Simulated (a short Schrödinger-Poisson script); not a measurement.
Structure: MOS inversion layer, SiO2 on p-type Ge(100), at 200 K.

```csv
layer,material,thickness (nm),Na (cm⁻³)
1,SiO2,3.9,-
2,Ge,190,4.8e18
```

Constants are typed, rounded textbook-type inputs, not results; the design itself was drawn at random and stands for no fabricated device. SiO2: permittivity 3.9, conduction-band edge (eV) 3.1, gap (eV) 9, electron mass (mₑ) 0.5. Ge: permittivity 16, conduction-band edge (eV) 0, gap (eV) 0.664, Nv at 300 K (cm⁻³) 6e18.

Channel valleys (confinement mass, in-plane density-of-states mass, number): L4 0.12, 0.295, 4. At the gate the conduction-band edge of layer 1 lies 3.39 eV − eVg above the Fermi level of the channel; the field vanishes at the back. Gaps are held at their typed values at every temperature. Mesh 0.03 nm at interfaces.

From a short Schrödinger-Poisson script (our own, NumPy): 1D Poisson equation in equilibrium, electrons quantum, Hartree (BenDaniel-Duke, 12 states a valley, the channel's in-plane mass for all, wave functions free to enter the dielectric), parabolic valleys, classical holes, full ionisation, no traps, pinning or gate leakage.

Only gate voltages with over 1e8 electrons/cm² are shown.

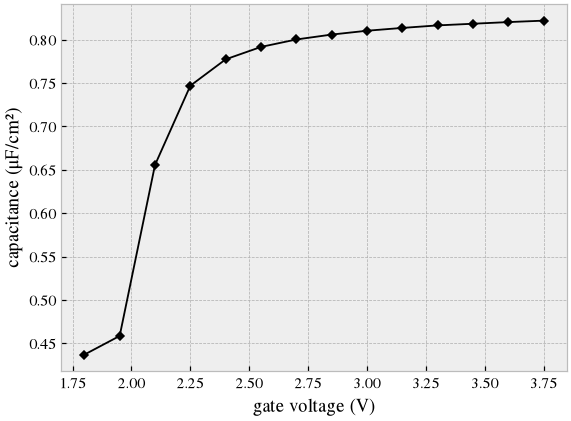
*Quasi-static capacitance against gate voltage*

```csv
Vg (V),electrons (cm⁻²),C (μF/cm²),L4 E0 (meV),L4 E1 (meV)
1.8,3.68e8,0.437,173.2,376.8
2.1,2.77e11,0.656,58.7,279.4
2.4,1.53e12,0.777,27.9,256.2
2.7,2.99e12,0.800,14.9,249.0
3,4.50e12,0.810,6.2,245.5
3.3,6.03e12,0.816,-0.6,-
3.6,7.58e12,0.820,-,-
```

Subbands count from the Fermi level; a dash marks a level above the dielectric's band edge.

Only the L valleys are kept; under strong confinement the Δ valleys of Ge fill too.
